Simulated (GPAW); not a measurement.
# STM contrast on Mo2COS MXene monolayer

Wanted: filled- and empty-state images of Mo2COS MXene monolayer, with its work function.

Method: GPAW, PAW setups; layer in a repeated cell with vacuum, relaxation of atoms and in-plane cell, in the first sound run; inputs show where later runs differ, in GPAW 26.7.0.

## Step 1: Starting point

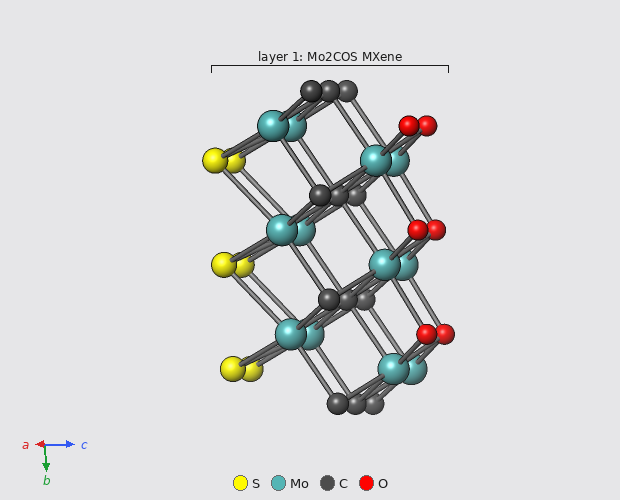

The cell as given, from the side, with the c axis across the page (sulfur yellow, molybdenum teal, carbon dark grey, oxygen red). 2×3×1 cells are drawn. Some periodic images of atoms are drawn too.

The cell holds 5 atoms: 1 S, 2 Mo, 1 C and 1 O. Cell: a = 3.025 Å, b = 3.025 Å, c = 19.151 Å, α = 90.0°, β = 90.0°, γ = 120.0°. Vacuum lies along c.

## Step 2: Relaxation

The atoms are relaxed first, since the surface dipole, and with it the work function, follows the positions of the outer layers.

run.py

```python
import json
import numpy as np
from ase import Atoms
from ase.filters import FrechetCellFilter
from ase.optimize import BFGS
from gpaw import GPAW, PW

slab = Atoms(
    ['S', 'Mo', 'C', 'Mo', 'O'],
    positions=[
        [-0.00000, 1.74633, 7.00000],
        [1.51237, 0.87317, 8.69836],
        [0.00000, 0.00000, 9.89184],
        [-0.00000, 1.74633, 11.08532],
        [1.51237, 0.87317, 12.15136]],
    cell=[[3.02474, 0.0, 0.0], [-1.51237, 2.6195, 0.0], [0.0, 0.0, 19.1514]],
    pbc=[True, True, True])

slab.calc = GPAW(mode=PW(600), xc='PBE', kpts={'size': (12, 12, 1), 'gamma': True},
                 occupations={'name': 'fermi-dirac', 'width': 0.05}, nbands='160%',
                 convergence={'density': 1e-05}, maxiter=200,
                 symmetry={'tolerance': 1e-3}, txt='slab.txt')
result = {}
# The in-plane cell is free; stress needs a cell that repeats along all three vectors
path = []
opt = BFGS(FrechetCellFilter(slab, mask=[1, 1, 0, 0, 0, 1]), maxstep=0.2)
opt.attach(lambda: path.append((slab.get_potential_energy(), slab.positions.tolist(), slab.get_forces().tolist())))
result['relaxed'] = bool(opt.run(fmax=0.02, steps=45))
result['path'] = path
result['cell'] = slab.cell.tolist()
print('in-plane lattice', slab.cell.cellpar().round(4)[[0, 1, 5]])
energy = slab.get_potential_energy()
fermi = slab.calc.get_fermi_level()
v = slab.calc.get_electrostatic_potential().mean((0, 1)) - fermi
n = slab.calc.get_pseudo_density().mean((0, 1))
L = slab.cell[2, 2]
z = np.arange(len(v)) * L / len(v)
low, high = slab.positions[:, 2].min(), slab.positions[:, 2].max()
below, above = np.interp([low - 4.8, high + 4.8], z, v)
slopes = [np.interp(x, z, np.gradient(v, z)) for x in (low - 4.8, high + 4.8)]
eps = np.array([[slab.calc.get_eigenvalues(k, s) for k in range(len(slab.calc.get_ibz_k_points()))]
                for s in range(slab.calc.get_number_of_spins())]) - fermi
top, bottom = eps[eps < 0].max(), eps[eps > 0].min()
dipole = slab.get_dipole_moment()[2]
print(f'energy {energy:.4f} eV, Fermi level {fermi:.4f} eV, dipole {dipole:.5f} e A')
print(f'potential 4.8 A off the faces, from the Fermi level: lower {below:.4f} eV, upper {above:.4f} eV')
print(f'slope of the potential there: lower {slopes[0]:.5f}, upper {slopes[1]:.5f} eV/A')
print(f'nearest levels on the mesh: {top:.4f} and {bottom:.4f} eV')
print('magnetic moment', round(slab.get_magnetic_moment(), 3))
result.update(energy=energy, fermi=fermi, dipole=dipole, below=below, above=above, slopes=slopes, edges=[top, bottom],
              z=z.tolist(), v=v.tolist(), n=n.tolist(), positions=slab.positions.tolist(),
              forces=slab.get_forces(apply_constraint=False).tolist(), moments=slab.get_magnetic_moments().tolist())
json.dump(result, open('result.json', 'w'))
```

Started as:

```sh
OMP_NUM_THREADS=1 OPENBLAS_NUM_THREADS=1 python run.py
```

What it wrote:

```text
Step          Energy          fmax
BFGS:    0      -43.758899        1.093458
BFGS:    1      -43.816192        0.932708
BFGS:    2      -43.917879        0.612556
BFGS:    3      -43.935910        0.696827
BFGS:    4      -43.998836        0.664720
BFGS:    5      -44.030187        0.503631
BFGS:    6      -44.056874        0.497676
BFGS:    7      -44.067543        0.412666
BFGS:    8      -44.071182        0.155340
BFGS:    9      -44.070918        0.042807
BFGS:   10      -44.070984        0.025065
BFGS:   11      -44.071058        0.009659
in-plane lattice [  3.15   3.15 120.  ]
energy -44.0607 eV, Fermi level 0.5157 eV, dipole -0.06880 e A
potential 4.8 A off the faces, from the Fermi level: lower 5.5487 eV, upper 5.8953 eV
slope of the potential there: lower -0.07569, upper -0.07529 eV/A
nearest levels on the mesh: -0.0129 and 0.0518 eV
magnetic moment 0.0
```

It took 19 min on 1 thread of Arm Neoverse V1, shared host; peak memory 0.42 GiB.

This run has no spin polarisation, although Mo can carry a moment.

This step gave:

| Item | Value |
| --- | --- |
| dipole along the normal | -0.06880 e·Å |
| levels nearest the Fermi level on the mesh | -0.01293, 0.05180 eV from the Fermi level |

The electrostatic potential energy of an electron (without an applied field's), less the Fermi level, planar mean oscillates, so the rows of the table below give means over windows of 2 Å about each position, cut where the curve ends. Its maxima inside the range that stand out by 2 % of the span (Å: eV): 7.9: -5.16, 9.5: -11.0, 10.3: -11.3, 11.7: -9.51. Its minima: 7.1: -19.5, 8.8: -23.9, 9.9: -14.1, 10.9: -24.1, 12.0: -10.9.

Electrostatic potential energy of an electron (without an applied field's), less the Fermi level, planar mean against z; means over each step:

```tsv
z (Å)	electrostatic potential energy of an electron (without an applied field's), less the Fermi level, planar mean (eV)
0	5.69
2	5.57
4	5.41
6	0.378
8	-14.3
10	-15.1
12	-7.95
14	5.99
16	5.96
18	5.81
```

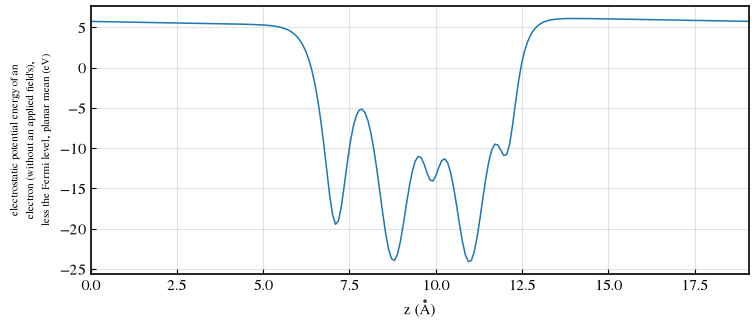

Electrostatic potential energy of an electron (without an applied field's), less the Fermi level, planar mean against z.

The pseudo valence density, planar mean oscillates, so the rows of the table below give means over windows of 1 Å about each position, cut where the curve ends. Its maxima inside the range that stand out by 2 % of the span (Å: e/Å³): 7.5: 0.497, 8.7: 1.63, 10.9: 1.65, 12.0: 0.889. Its minima: 7.9: 0.443, 9.7: 0.637, 11.6: 0.734.

The pseudo valence density, planar mean by z; means over each step:

```tsv
z (Å)	pseudo valence density, planar mean (e/Å³)
3	1.0e-5
4	2.3e-4
5	0.00549
6	0.115
7	0.416
8	0.591
9	1.19
10	0.674
11	1.26
12	0.759
13	0.117
14	0.00275
15	8.6e-5
```

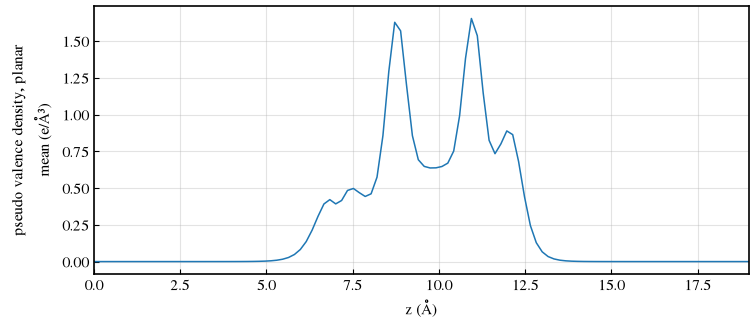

Pseudo valence density, planar mean, plotted against z.

The relaxation lowered the energy of the cell by 0.319 eV (energies extrapolated to zero smearing; the optimiser's log prints free energies). The largest force left on a free atom is 0.0097 eV/Å.

## Step 3: Plane waves, PBE

With the geometry fixed, the planar mean of the potential gives the vacuum level on each side.

This step: GPAW, PAW setups; slab in vacuum (GPAW 26.7.0).

The cell differs from the one that the last finished run ended in (c 19.151 → 18.965 Å).

run.py

```python
import json
import numpy as np
from ase import Atoms
from ase.dft.stm import STM
from gpaw import GPAW, PW

slab = Atoms(
    ['S', 'Mo', 'C', 'Mo', 'O'],
    positions=[
        [-0.00000, 1.81864, 7.00000],
        [1.57499, 0.90932, 8.66557],
        [-0.00000, 0.00000, 9.77657],
        [-0.00000, 1.81864, 10.87416],
        [1.57499, 0.90932, 11.96451]],
    cell=[[3.14998, -0.0, 0.0], [-1.57499, 2.72796, 0.0], [0.0, 0.0, 18.9645]],
    pbc=[True, True, False])

slab.calc = GPAW(mode=PW(500), xc='PBE', kpts={'size': (12, 12, 1), 'gamma': True},
                 occupations={'name': 'fermi-dirac', 'width': 0.05}, nbands='160%',
                 convergence={'density': 1e-05}, maxiter=200,
                 poissonsolver={'dipolelayer': 'xy'},
                 symmetry={'tolerance': 1e-3}, txt='slab.txt')
result = {}
energy = slab.get_potential_energy()
fermi = slab.calc.get_fermi_level()
v = slab.calc.get_electrostatic_potential().mean((0, 1)) - fermi
n = slab.calc.get_pseudo_density().mean((0, 1))
L = slab.cell[2, 2]
z = np.arange(len(v)) * L / len(v)
low, high = slab.positions[:, 2].min(), slab.positions[:, 2].max()
below, above = np.interp([low - 4.8, high + 4.8], z, v)
slopes = [np.interp(x, z, np.gradient(v, z)) for x in (low - 4.8, high + 4.8)]
eps = np.array([[slab.calc.get_eigenvalues(k, s) for k in range(len(slab.calc.get_ibz_k_points()))]
                for s in range(slab.calc.get_number_of_spins())]) - fermi
top, bottom = eps[eps < 0].max(), eps[eps > 0].min()
dipole = slab.get_dipole_moment()[2]
print(f'energy {energy:.4f} eV, Fermi level {fermi:.4f} eV, dipole {dipole:.5f} e A')
print(f'potential 4.8 A off the faces, from the Fermi level: lower {below:.4f} eV, upper {above:.4f} eV')
print(f'slope of the potential there: lower {slopes[0]:.5f}, upper {slopes[1]:.5f} eV/A')
print(f'nearest levels on the mesh: {top:.4f} and {bottom:.4f} eV')
print('magnetic moment', round(slab.get_magnetic_moment(), 3))
result.update(energy=energy, fermi=fermi, dipole=dipole, below=below, above=above, slopes=slopes, edges=[top, bottom],
              z=z.tolist(), v=v.tolist(), n=n.tolist(), positions=slab.positions.tolist(),
              forces=slab.get_forces(apply_constraint=False).tolist(), moments=slab.get_magnetic_moments().tolist())

# Images need the states of the whole zone, up to time reversal
slab.calc = slab.calc.fixed_density(symmetry={'point_group': False}, txt='states.txt', nbands='220%',
                                    convergence={'bands': 'CBM+0.8'})
stm = STM(slab)
result['stm'] = []
for bias in [-0.5, 0.5]:
    height = high + 3.5
    current = stm.get_averaged_current(bias, height)
    x, y, h = stm.scan(bias, current)
    i, f = divmod(height / L * stm.ldos.shape[2], 1)
    I = abs((1 - f) * stm.ldos[:, :, int(i)] + f * stm.ldos[:, :, int(i) + 1])
    print(f'bias {bias} V: mean current at 3.5 A {current:.4e}, corrugation {np.ptp(h):.4f} A')
    result['stm'].append(dict(bias=bias, current=current, h=(h - high).tolist(), I=I.tolist()))
json.dump(result, open('result.json', 'w'))
```

What it wrote:

```text
energy -43.7065 eV, Fermi level 0.5673 eV, dipole -0.04510 e A
potential 4.8 A off the faces, from the Fermi level: lower 5.2622 eV, upper 6.2162 eV
slope of the potential there: lower 0.00055, upper 0.00046 eV/A
nearest levels on the mesh: -0.0129 and 0.0516 eV
magnetic moment 0.0
bias -0.5 V: mean current at 3.5 A 9.0310e-07, corrugation 0.2807 A
bias 0.5 V: mean current at 3.5 A 5.7150e-07, corrugation 0.2924 A
```

It took 5.7 min on 1 thread; peak memory 0.63 GiB.

This step gave:

| Item | Value |
| --- | --- |
| dipole along the normal | -0.04510 e·Å |
| levels nearest the Fermi level on the mesh | -0.01290, 0.05156 eV from the Fermi level |
| upper work function | 6.216 eV |
| lower work function | 5.262 eV |
| corrugation -0.5 | 0.2807 Å |
| corrugation 0.5 | 0.2924 Å |

The electrostatic potential energy of an electron (without an applied field's), less the Fermi level, planar mean oscillates, so the rows of the table below give means over windows of 1 Å about each position, cut where the curve ends. Its maxima inside the range that stand out by 2 % of the span (Å: eV): 7.7: -5.15, 9.4: -11.0, 10.2: -11.3, 11.6: -9.49. Its minima: 7.0: -19.3, 8.7: -23.9, 9.8: -14.1, 10.8: -24.1, 11.9: -11.0.

The electrostatic potential energy of an electron (without an applied field's), less the Fermi level, planar mean by z; means over each step:

```tsv
z (Å)	electrostatic potential energy of an electron (without an applied field's), less the Fermi level, planar mean (eV)
0	5.44
1	5.26
2	5.26
3	5.26
4	5.26
5	5.12
6	2.05
7	-13.5
8	-10.5
9	-17.7
10	-13.1
11	-19.3
12	-6.75
13	5.24
14	6.19
15	6.21
16	6.22
17	6.22
18	6.22
```

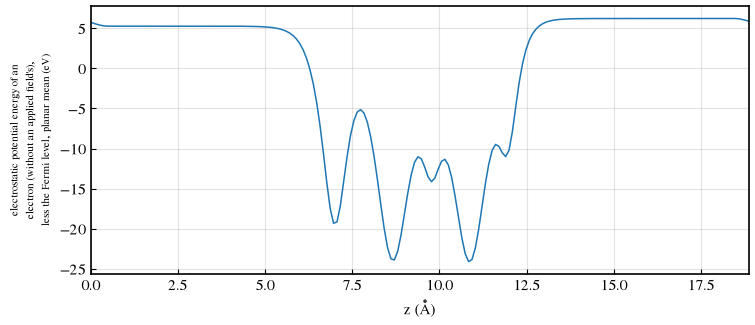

Electrostatic potential energy of an electron (without an applied field's), less the Fermi level, planar mean, plotted against z.

The pseudo valence density, planar mean oscillates, so the rows of the table below give means over windows of 1 Å about each position, cut where the curve ends. Its maxima inside the range that stand out by 2 % of the span (Å: e/Å³): 7.4: 0.500, 8.7: 1.65, 10.8: 1.65, 12.0: 0.880. Its minima: 7.7: 0.444, 9.7: 0.636, 11.4: 0.760.

Table of pseudo valence density, planar mean by z; means over each step:

```tsv
z (Å)	pseudo valence density, planar mean (e/Å³)
3	1.6e-5
4	3.4e-4
5	0.00813
6	0.151
7	0.430
8	0.676
9	1.12
10	0.706
11	1.24
12	0.708
13	0.0823
14	0.00193
15	5.8e-5
```

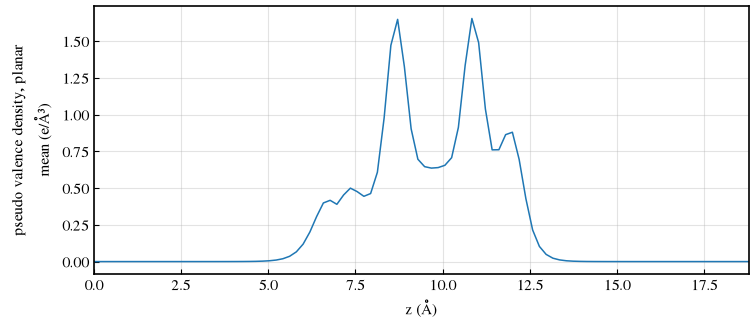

Pseudo valence density, planar mean against z.

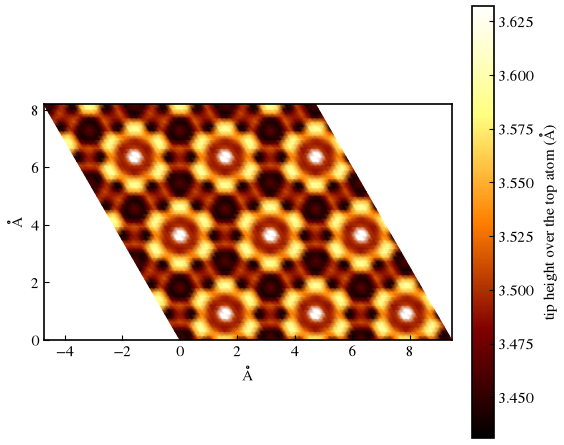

Tip height over the top atom over a1 and a2. Sample bias -0.5 V, constant current at the mean current 3.5 Å over the top atom. The cell is repeated, with its origin at the lower left corner.

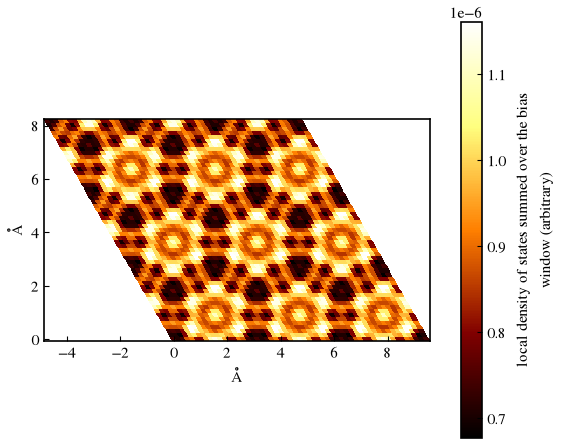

Local density of states summed over the bias window over a1 and a2. Sample bias -0.5 V, constant height 3.5 Å over the top atom. The cell is repeated, with its origin at the lower left corner.

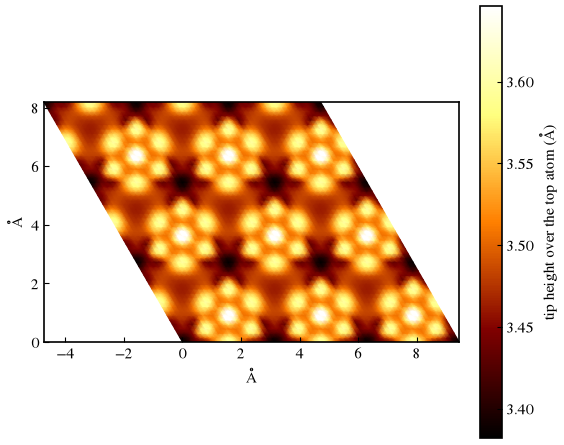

Tip height over the top atom over a1 and a2. Sample bias 0.5 V, constant current at the mean current 3.5 Å over the top atom. The cell is repeated, with its origin at the lower left corner.

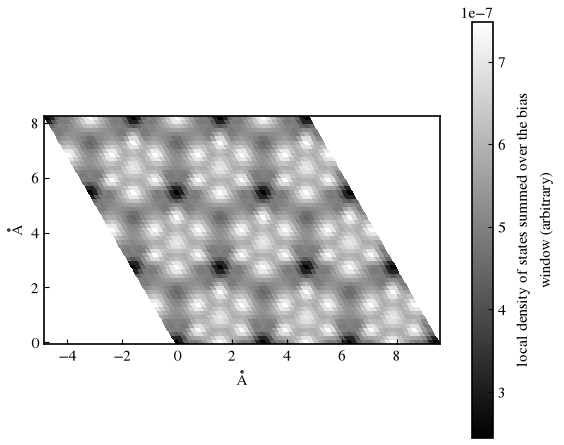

Local density of states summed over the bias window over a1 and a2. Sample bias 0.5 V, constant height 3.5 Å over the top atom. The cell is repeated, with its origin at the lower left corner.

The potential is flat to 5.5e-4 eV/Å where it is read, so the vacuum is wide enough.

## Step 4: A changed run

One more run, with changed settings.

run.py: that of step 3 with these lines changed.

```diff
@@ -3,3 +3,2 @@
 from ase import Atoms
-from ase.dft.stm import STM
 from gpaw import GPAW, PW
@@ -18,4 +17,4 @@
 slab.calc = GPAW(mode=PW(500), xc='PBE', kpts={'size': (12, 12, 1), 'gamma': True},
-                 occupations={'name': 'fermi-dirac', 'width': 0.05}, nbands='160%',
-                 convergence={'density': 1e-05}, maxiter=200,
+                 occupations={'name': 'fermi-dirac', 'width': 2.0}, nbands='160%',
+                 convergence={'density': 1e-05}, maxiter=100,
                  poissonsolver={'dipolelayer': 'xy'},
@@ -44,16 +43,2 @@
               forces=slab.get_forces(apply_constraint=False).tolist(), moments=slab.get_magnetic_moments().tolist())
-
-# Images need the states of the whole zone, up to time reversal
-slab.calc = slab.calc.fixed_density(symmetry={'point_group': False}, txt='states.txt', nbands='220%',
-                                    convergence={'bands': 'CBM+0.8'})
-stm = STM(slab)
-result['stm'] = []
-for bias in [-0.5, 0.5]:
-    height = high + 3.5
-    current = stm.get_averaged_current(bias, height)
-    x, y, h = stm.scan(bias, current)
-    i, f = divmod(height / L * stm.ldos.shape[2], 1)
-    I = abs((1 - f) * stm.ldos[:, :, int(i)] + f * stm.ldos[:, :, int(i) + 1])
-    print(f'bias {bias} V: mean current at 3.5 A {current:.4e}, corrugation {np.ptp(h):.4f} A')
-    result['stm'].append(dict(bias=bias, current=current, h=(h - high).tolist(), I=I.tolist()))
 json.dump(result, open('result.json', 'w'))
```

What it wrote:

```text
gpaw.KohnShamConvergenceError
```

The job ended after 7.6 min (1 thread; peak memory 0.25 GiB).

The run stopped without converging, so none of its numbers is a property of the system.

The fault put into the input: a smearing of electronvolts, under a cap of 100 iterations, which ended the run (width = 2.0).

## Step 5: What came out

```json
{
 "work function, upper and lower face": "6.216 and 5.262 eV",
 "dipole along the normal": "-0.0451 e Å",
 "corrugation at -0.5 V": "0.281 Å as printed, 0.093 Å or less without short-wave noise",
 "corrugation at 0.5 V": "0.292 Å as printed, 0.17 Å or less without short-wave noise"
}
```

In words: At -0.5 V and 0.5 V GPAW's map carries short-wave noise, which can't be real at this height: without waves under 1.5 Å it spans 0.093 Å against 0.28 Å printed and 0.17 Å against 0.29 Å printed. The reading below uses the filtered value, which may still be too high. The corrugation at constant current is largest at 0.5 V, where the tip height varies by 0.17 Å over the cell. Negative sample bias images filled states, positive bias empty ones. The two faces differ by 0.95 eV, the step that the slab's dipole makes (e p/(ε0 A) gives 0.95 eV), so the dipole layer is needed. The images are of Tersoff-Hamann type: an s-wave tip, no tip-sample forces, heights closer than in a microscope. The starting lattice was a guess from atomic radii; the relaxation moved it by 4 %. The relaxation of atoms and cell ran in a fully periodic cell without the dipole layer, so the atoms of this polar layer felt a small spurious field. The layer's cell and atoms come from the relaxation; spin-orbit coupling and temperature are left out.

[Logs are printed without paths, hosts, clocks, repeated set-up lines and the standing remarks that a program may print on its own settings, such as how far it seeks lower states.]

[Hosts, paths, dates, database ids (printed as entryN), source tags and the programs' standing remarks are cut or masked in the printed files.]
